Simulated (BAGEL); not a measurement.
**doublet HO2: levels of theory compared**

Aim: a comparison of 5 runs (ROHF/6-31G*, ROHF/def2-TZVPPD, UHF/def2-TZVPPD, CASPT2(13,9)/6-31G*, NEVPT2(13,9)/6-31G*) of doublet HO2. 

The calculation is run with BAGEL 1.2.2.

## (1) The molecule

HO2 has 3 atoms, charge 0, and is taken as a doublet. SMILES of the parent species: `[O-]O`. The coordinates come from a PBE0-D4/def2-TZVPD relaxation. That shape belongs to the parent species and isn't relaxed for this state.

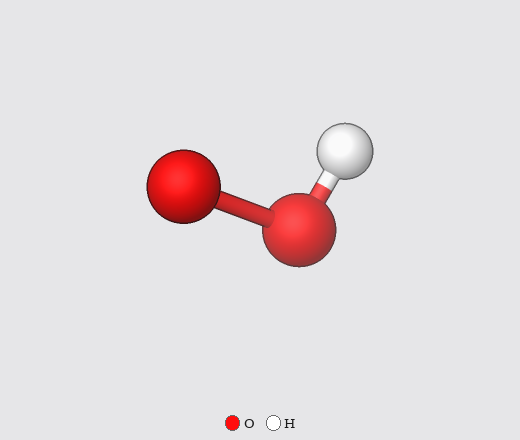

The structure, seen from a chosen angle (oxygen red, hydrogen white).

## (2) The energy at ROHF/6-31G(d) (density fitting with cc-pvqz-jkfit, spherical functions) (run 1)

File input.json:

```json
{ "bagel": [

{
  "title": "molecule",
  "basis": "6-31gs.json",
  "df_basis": "cc-pvqz-jkfit",
  "angstrom": true,
  "geometry": [
    { "atom": "O", "xyz": [   -0.357760,    1.025590,   -0.080830 ] },
    { "atom": "O", "xyz": [   -0.242260,   -0.445880,   -0.180750 ] },
    { "atom": "H", "xyz": [    0.600030,   -0.579720,    0.261570 ] }
  ]
},
{
  "title": "rohf",
  "nopen": 1
},
{
  "title": "print",
  "file": "orbitals.molden",
  "orbitals": true
}

]}
```

The basis set 6-31G* is read from a file made from the Basis Set Exchange's data (not shown).

Started as:

```console
$ BAGEL_NUM_THREADS=1 BAGEL input.json > input.out
```

The program printed:

```text
* using 1 threads per process

  ===============================================================
  ===============================================================

  *** Geometry ***

  { "atom" : "O", "xyz" : [     -0.676068,      1.938084,     -0.152747 ] },
  { "atom" : "O", "xyz" : [     -0.457805,     -0.842591,     -0.341568 ] },
  { "atom" : "H", "xyz" : [      1.133892,     -1.095512,      0.494296 ] },

  Number of auxiliary basis functions:      263

  Since a DF basis is specified, we compute 2- and 3-index integrals:
    o Being stored without compression. Storage requirement is 0.002 GB

  Number of basis functions:       30
  Number of electrons      :       17

    * METHOD: MOLECULE                             0.03

  *** Open-shell HF ***

  === Nuclear Repulsion ===
    29.5270672001

      * DIIS with orbital gradients will be used.

  === ROHF iteration (6-31gs.json) ===
      0       -150.07297330          0.04485419           0.01
      1       -150.11786025          0.01930508           0.01
      2       -150.12922960          0.01249952           0.01
      3       -150.13607884          0.00800043           0.01
      4       -150.14010108          0.00553365           0.01
      5       -150.14453923          0.00193272           0.01
      6       -150.14544771          0.00081939           0.01
      7       -150.14554625          0.00011011           0.01
      8       -150.14558235          0.00005757           0.01
      9       -150.14557450          0.00002626           0.01
     10       -150.14557828          0.00000888           0.01
     11       -150.14557775          0.00000356           0.01
     12       -150.14557792          0.00000150           0.01
     13       -150.14557796          0.00000033           0.01
     14       -150.14557791          0.00000011           0.01
     15       -150.14557790          0.00000004           0.01
     16       -150.14557790          0.00000002           0.01
     17       -150.14557790          0.00000001           0.01
    * SCF iteration converged.

    * S^2 (ROHF) is 0.7500

    * Permanent dipole moment:
           (   -0.672540,     0.202266,    -0.342635) a.u.

    * METHOD: ROHF                                 0.12

    * METHOD: PRINT                                0.00

  ===============================================================
```

Run time: 0.26 s. Hardware: 1 thread of Arm Neoverse V2, shared host.

## (3) The energy at ROHF/def2-TZVPPD (density fitting with cc-pvqz-jkfit) (run 2)

File input.json:

```json
{ "bagel" : [

{
  "title" : "molecule",
  "basis" : "def2-tzvppd.json",
  "df_basis" : "cc-pvqz-jkfit",
  "angstrom" : true,
  "geometry" : [
    { "atom" : "O", "xyz" : [   -0.357760,    1.025590,   -0.080830 ] },
    { "atom" : "O", "xyz" : [   -0.242260,   -0.445880,   -0.180750 ] },
    { "atom" : "H", "xyz" : [    0.600030,   -0.579720,    0.261570 ] }
  ]
},
{
  "title" : "rohf",
  "nopen" : 1
},
{
  "title" : "print",
  "file" : "orbitals.molden",
  "orbitals" : true
}

]}
```

The basis set def2-TZVPPD is read from a file made from the Basis Set Exchange's data (not shown).

Started as:

```console
$ BAGEL_NUM_THREADS=1 BAGEL input.json > input.out
```

The program printed:

```text
* using 1 threads per process

  ===============================================================
  ===============================================================

  *** Geometry ***

  { "atom" : "O", "xyz" : [     -0.676068,      1.938084,     -0.152747 ] },
  { "atom" : "O", "xyz" : [     -0.457805,     -0.842591,     -0.341568 ] },
  { "atom" : "H", "xyz" : [      1.133892,     -1.095512,      0.494296 ] },

  Number of auxiliary basis functions:      263

  Since a DF basis is specified, we compute 2- and 3-index integrals:
    o Being stored without compression. Storage requirement is 0.020 GB

  Number of basis functions:       97
  Number of electrons      :       17

    * METHOD: MOLECULE                             0.06

  *** Open-shell HF ***

  === Nuclear Repulsion ===
    29.5270672001

      * DIIS with orbital gradients will be used.

  === ROHF iteration (def2-tzvppd.json) ===
      0       -150.06708396          0.04319278           0.03
      1       -150.17345185          0.02239284           0.03
      2       -150.19502878          0.01645417           0.03
      3       -150.21201027          0.00349408           0.03
      4       -150.21560638          0.00284799           0.03
      5       -150.21958042          0.00120216           0.03
      6       -150.22058014          0.00026691           0.03
      7       -150.22079952          0.00008851           0.03
      8       -150.22080501          0.00003220           0.03
      9       -150.22080784          0.00001456           0.03
     10       -150.22080517          0.00000495           0.03
     11       -150.22080670          0.00000234           0.03
     12       -150.22080675          0.00000093           0.03
     13       -150.22080677          0.00000018           0.03
     14       -150.22080670          0.00000005           0.03
     15       -150.22080669          0.00000003           0.03
     16       -150.22080669          0.00000001           0.03
     17       -150.22080669          0.00000001           0.03
    * SCF iteration converged.

    * S^2 (ROHF) is 0.7500

    * Permanent dipole moment:
           (   -0.614293,     0.200443,    -0.311226) a.u.

    * METHOD: ROHF                                 0.56

    * METHOD: PRINT                                0.01

  ===============================================================
```

Run time: 0.76 s. Hardware: 1 thread of Arm Neoverse V2, shared host.

Runs 3 to 4 aren't shown in full; the table further down has their settings and results.

## (4) The energy at NEVPT2(13,9)/6-31G(d) (density fitting with cc-pvqz-jkfit, spherical functions) (run 5)

File calc.json:

```json
{ "bagel": [

{
  "title": "molecule",
  "basis": "6-31gs.json",
  "df_basis": "cc-pvqz-jkfit",
  "angstrom": true,
  "geometry": [
    { "atom": "O", "xyz": [      -0.357760,       1.025590,      -0.080830 ] },
    { "atom": "O", "xyz": [      -0.242260,      -0.445880,      -0.180750 ] },
    { "atom": "H", "xyz": [       0.600030,      -0.579720,       0.261570 ] }
  ]
},

{ "title": "hf", "charge": 1 },

{ "title": "casscf", "nstate": 1, "nact": 9, "nclosed": 2, "nspin": 1, "maxiter": 200, "natocc": true },

{ "title": "nevpt2", "nstate": 1, "nact": 9, "nclosed": 2, "nspin": 1, "maxiter": 200, "natocc": true, "ncore": 2 },

{ "title": "print", "file": "orbitals.molden", "orbitals": true }

]}
```

The basis set 6-31G* is read from a file made from the Basis Set Exchange's data (not shown).

Started as:

```console
$ BAGEL_NUM_THREADS=1 BAGEL calc.json > calc.out
```

The program printed:

```text
* using 1 threads per process

  ===============================================================
  ===============================================================

  *** Geometry ***

  { "atom" : "O", "xyz" : [     -0.676068,      1.938084,     -0.152747 ] },
  { "atom" : "O", "xyz" : [     -0.457805,     -0.842591,     -0.341568 ] },
  { "atom" : "H", "xyz" : [      1.133892,     -1.095512,      0.494296 ] },

  Number of auxiliary basis functions:      263

  Since a DF basis is specified, we compute 2- and 3-index integrals:
    o Being stored without compression. Storage requirement is 0.002 GB

  Number of basis functions:       30
  Number of electrons      :       17

    * METHOD: MOLECULE                             0.03

  *** RHF ***

  === Nuclear Repulsion ===
    29.5270672001

      * DIIS with orbital gradients will be used.

  === RHF iteration (6-31gs.json) ===
      0       -149.58613388          0.02257426           0.00
      1       -149.62196885          0.00536500           0.00
      2       -149.62578041          0.00292526           0.00
[... 14 lines of this table left out ...]
     17       -149.63469290          0.00000001           0.00
    * SCF iteration converged.

    * Permanent dipole moment:
           (   -0.713971,     0.054314,    -0.381469) a.u.

    * METHOD: HF                                   0.06

  ---------------------------
      CASSCF calculation
  ---------------------------

    * nstate   :      1
    * nclosed  :      2
    * nact     :      9
    * nvirt    :     19
  === CASSCF iteration (6-31gs.json) ===

    * Using the second-order algorithm

      0  0      -150.18131753     4.76e-02      0.05

      1  0      -150.23849025     3.77e-03      0.05
[... 23 lines of this table left out ...]
     13  0      -150.24704346     7.57e-09      0.05

    * Second-order optimization converged. *

     guess   0:   closed 111111...            open ......1..

  === FCI iteration ===

      0  0      -150.13383763     8.18e-03      0.00
      1  0      -150.22947075     3.36e-03      0.00
      2  0      -150.24414716     1.33e-03      0.00
[... 16 lines of this table left out ...]
     19  0      -150.24704346     7.21e-10      0.00
    ** throwing out 1 trial vectors **
     20  0      -150.24704346     2.75e-10      0.00
    ** throwing out 1 trial vectors **
     21  0      -150.24704346     1.19e-10      0.00
    ** throwing out 1 trial vectors **
     22  0 *    -150.24704346     4.62e-11      0.00

     * ci vector, state   0, <S^2> = 0.7500
       222222a..     0.9629653416
       22222.a2.     0.1668651981
       2222ab2a.    -0.1161717538
       222.22a.2     0.0936560454
       2222aa2b.    -0.0929101438

    * METHOD: CASSCF                               0.76

    * freezing 2 orbitals

  === DF-NEVPT2 calculation ===

    * 3-index integral transformation done
    * assembly done

      NEVPT2 correlation energy:   -0.2253609221      0.02

          (+0)      0.0000000000
          (+0)'     0.0000000000
          (+1)      0.0000000000
          (+1)'     0.0000000000
          (+2)      0.0000000000
          (-1)      0.0000000000
          (-1)'    -0.1018937432
          (-2)     -0.1234671789

      NEVPT2 total energy:       -150.4724043772

    * METHOD: NEVPT2                              12.53

    * METHOD: PRINT                                0.00

  ===============================================================
```

Wall time 14 s (1 thread of Arm Neoverse V2, shared host); peak memory 1.2 GiB.

## (5) All runs side by side

```csv
run,level,iteration cap,active rule,energy (Eh),dipole moment (D),⟨S²⟩,wall time
1,"ROHF/6-31G* (density fitting with cc-pvqz-jkfit, spherical functions)",–,–,-150.145578,1.99,0.750,0.26 s
2,ROHF/def2-TZVPPD (density fitting with cc-pvqz-jkfit),–,–,-150.220807,1.82,0.750,0.76 s
3,UHF/def2-TZVPPD (density fitting with cc-pvqz-jkfit),–,–,-150.229094,1.84,0.856,1.2 s
4,"CASPT2(13,9)/6-31G* (density fitting with cc-pvqz-jkfit, spherical functions)",200,valence,-150.498647,–,–,3.9 s
5,"NEVPT2(13,9)/6-31G* (density fitting with cc-pvqz-jkfit, spherical functions)",200,valence,-150.472404,–,–,14 s
```

## (6) What came out

| quantity | value |
| --- | --- |
| run 5: total energy | -150.47240 Eh |

Below the ROHF energy at the same shape and in the same basis (6-31G*): CASPT2(13,9) -353.1 mEh; NEVPT2(13,9) -326.8 mEh. Over runs 1, 2, 3 the dipole moment (its size) runs from 1.82 D (ROHF/def2-TZVPPD) to 1.99 D (ROHF/6-31G*). Spin contamination of the reference: run 3 ⟨S²⟩ = 0.86. All runs together took 20 s, the longest 14 s.
